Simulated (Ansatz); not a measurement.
## Electronic structure of CSe (SMILES [C][Se]) in real space

The calculation's input:

```
crystal:
  periodic: [false, false, false]
  atoms:
    - {symbol: C, position_ang: [-0.000000, -0.000000, -0.008551]}
    - {symbol: Se, position_ang: [0.000000, 0.000000, 1.662811]}
basis:
  gaussian: {orbitals: def2-TZVPP}
hamiltonian: {xc: pbe0, dispersion: d4}
output: {orbitals: {seedname: orbitals}}
```

Run with:

```sh
ansatz run in.yaml --threads 2 --pin off --events-out ev --progress --plain --max-ram 32768MiB --backend cpu
```

Geometry: PBE0-D4/def2-TZVP.

Method: Ansatz 0.2.0, RKS PBE0-D4/def2-TZVPP.

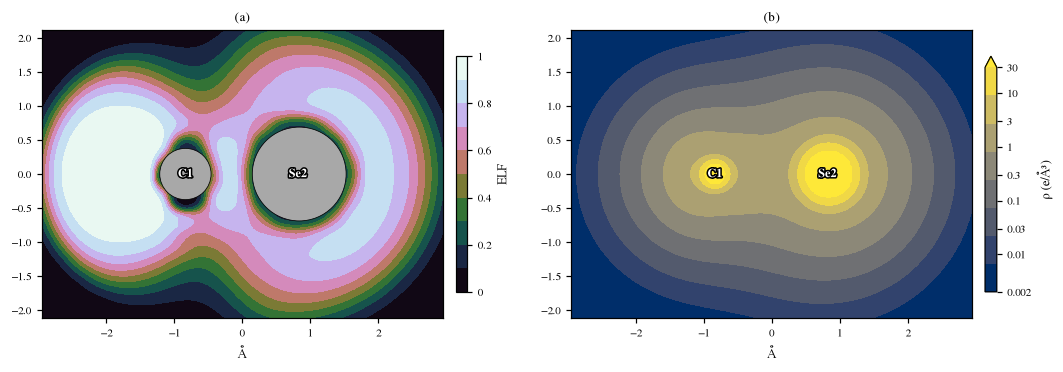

Figure 1. (a) electron localisation function; (b) electron density on a plane that holds the molecular axis. Grey discs cover the atomic cores in the ELF map.

**Read the bonding off the picture.**

The section cuts through C and Se sites.
C–Se (1.67 Å): the density is about 1.6 e/Å³ at the midpoint; the ELF peaks at about 0.85 between the atoms; localised, covalent bonding.
The ELF also peaks beside Se2 and C1, away from the bonds: lone-pair regions.

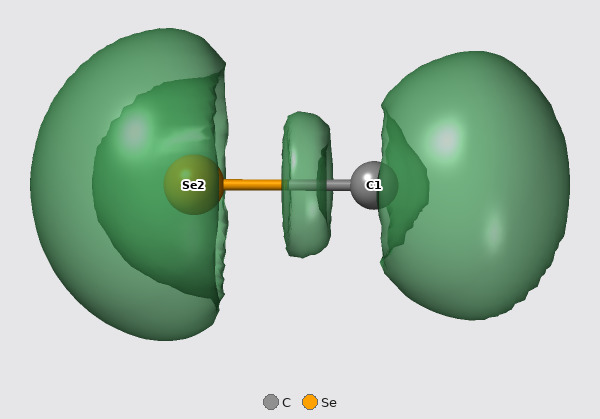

Figure 2. Isosurface of the electron localisation function at 0.75 (green), seen from one side. Core shells and regions of very low density are left out.

**What do the ELF domains correspond to?**

The surface consists of one region between bonded C–Se atoms (shared pairs), one ring or bowl of non-bonding electrons around Se and one lobe on C, pointing away from the bonds (lone pairs).

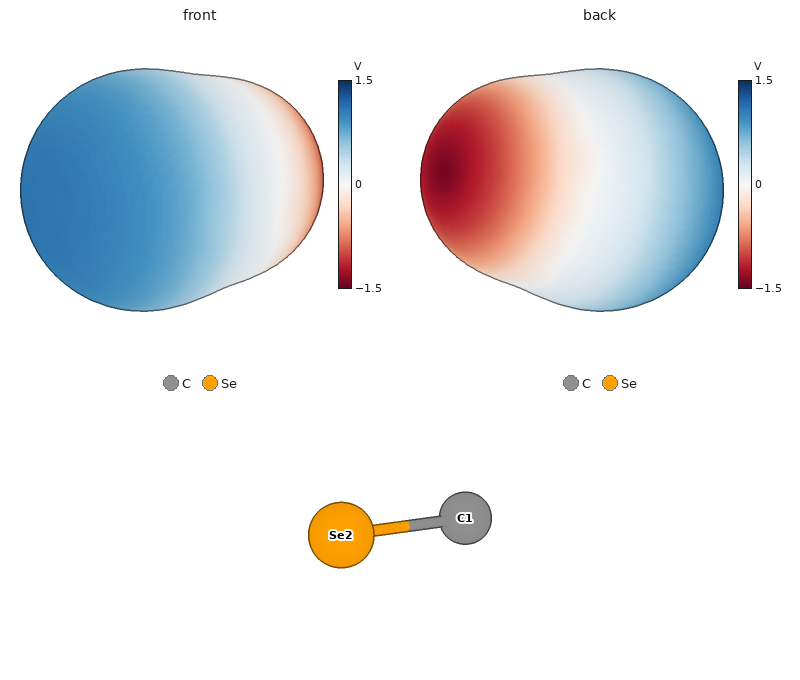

Figure 3. The electrostatic potential painted on the density surface at 0.002 e/bohr³, seen from the front and from behind; the colour scale runs from red (negative) to blue (positive). The bare structure is drawn below in the same view.

**Which sites attract a positive test charge, and which a negative one?**

A positive charge is drawn to the negative regions and a negative charge to the positive ones. The most negative region (about −1.4 V) lies over C1, the most positive (about +1.1 V) over Se2.
